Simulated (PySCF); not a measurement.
**C$_{8}$H$_{20}$O$_{3}$Si (SMILES CCO[Si](CC)(OCC)OCC): density, localisation and related maps**

```yaml
atoms:
  - { symbol: Si, position_ang: [0.0576, -0.0233, 0.6551] }
  - { symbol: C, position_ang: [-0.1639, -0.1409, 2.4947] }
  - { symbol: C, position_ang: [0.7219, -1.2029, 3.1426] }
  - { symbol: H, position_ang: [-1.2299, -0.3450, 2.6985] }
  - { symbol: H, position_ang: [0.0392, 0.8571, 2.9210] }
  - { symbol: H, position_ang: [0.5885, -1.2395, 4.2350] }
  - { symbol: H, position_ang: [0.4938, -2.2021, 2.7413] }
  - { symbol: H, position_ang: [1.7862, -1.0060, 2.9409] }
  - { symbol: O, position_ang: [1.6176, 0.2892, 0.2098] }
  - { symbol: C, position_ang: [2.1599, 1.5307, -0.1767] }
  - { symbol: C, position_ang: [2.0653, 1.7402, -1.6727] }
  - { symbol: H, position_ang: [1.6531, 2.3617, 0.3473] }
  - { symbol: H, position_ang: [3.2152, 1.5421, 0.1450] }
  - { symbol: H, position_ang: [2.5532, 2.6826, -1.9671] }
  - { symbol: H, position_ang: [2.5579, 0.9146, -2.2091] }
  - { symbol: H, position_ang: [1.0110, 1.7822, -1.9834] }
  - { symbol: O, position_ang: [-0.8382, 1.2062, -0.0188] }
  - { symbol: C, position_ang: [-2.2450, 1.2626, -0.0093] }
  - { symbol: C, position_ang: [-2.7267, 2.1416, -1.1400] }
  - { symbol: H, position_ang: [-2.6745, 0.2476, -0.1098] }
  - { symbol: H, position_ang: [-2.5988, 1.6653, 0.9591] }
  - { symbol: H, position_ang: [-3.8246, 2.2186, -1.1374] }
  - { symbol: H, position_ang: [-2.3055, 3.1536, -1.0444] }
  - { symbol: H, position_ang: [-2.4078, 1.7303, -2.1096] }
  - { symbol: O, position_ang: [-0.3739, -1.4967, 0.0426] }
  - { symbol: C, position_ang: [-0.1344, -1.9279, -1.2782] }
  - { symbol: C, position_ang: [0.2356, -3.3929, -1.2802] }
  - { symbol: H, position_ang: [-1.0439, -1.7617, -1.8848] }
  - { symbol: H, position_ang: [0.6748, -1.3325, -1.7386] }
  - { symbol: H, position_ang: [0.3930, -3.7557, -2.3074] }
  - { symbol: H, position_ang: [1.1611, -3.5548, -0.7074] }
  - { symbol: H, position_ang: [-0.5620, -3.9925, -0.8163] }
```

Geometry: PBE0-D3(BJ)/def2-SVP.

Theory: PBE0/pcSseg-1, SCF density, gas phase, non-relativistic (PySCF).

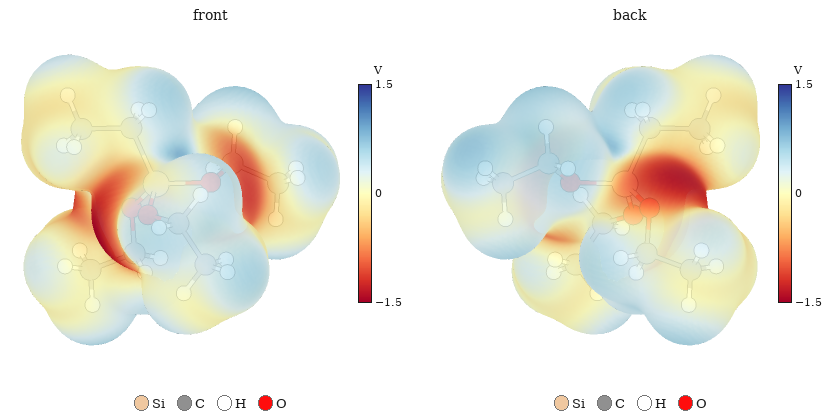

Figure 1. The molecular electrostatic potential painted on the density surface at 0.002 e/bohr³, seen from the front and from behind; red is negative and blue positive.

Q: Describe the electrostatic potential map.

A: The most negative region (about −1.4 V) lies over O9 and O25, the most positive (about +0.7 V) over Si1 and H22.

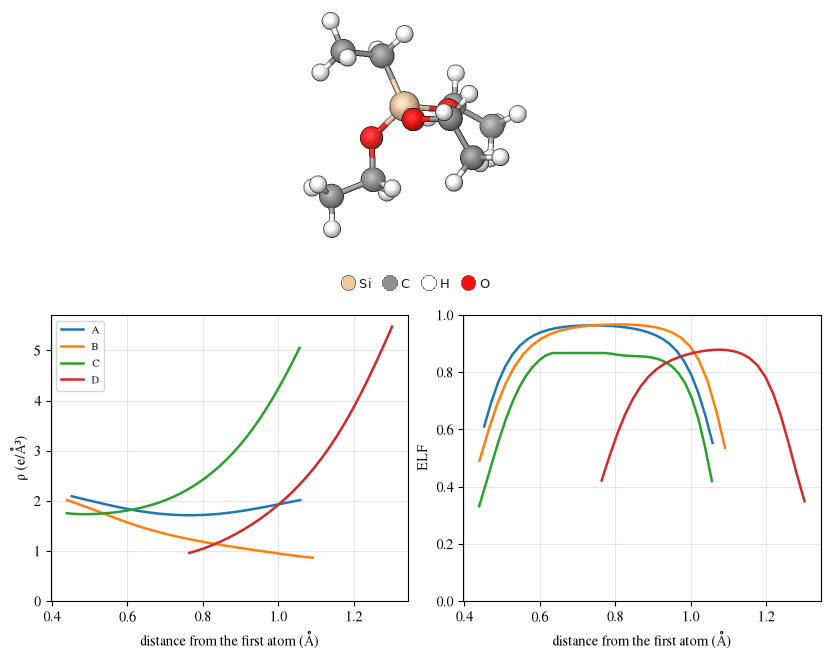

Figure 2. Total electron density and ELF along straight lines between neighbouring atoms. The curves leave out the atomic cores. The structure is drawn too.

Q: Which curve belongs to which contact (C–C, C–O, C–Si and Si–O)? The first atom named is at distance zero.

A: Curve A: C–C (1.51 Å): the density is about 1.7 e/Å³ at the midpoint; the ELF peaks at about 0.95 between the atoms, as expected for a covalent bond. Curve B: C–Si (1.86 Å): the density is about 1 e/Å³ at the midpoint; the ELF peaks at about 0.95 between the atoms: localised, covalent bonding. Curve C: C–O (1.41 Å): ρ is about 2 e/Å³ halfway, with its minimum of 1.7 e/Å³ about 0.5 Å from C; the ELF peaks at about 0.85 between the atoms (a shared but strongly polarised pair). Curve D: Si–O (1.65 Å): ρ at the midpoint is about 1.1 e/Å³; the ELF peaks at about 0.90 between the atoms, as expected for a shared but strongly polarised pair.
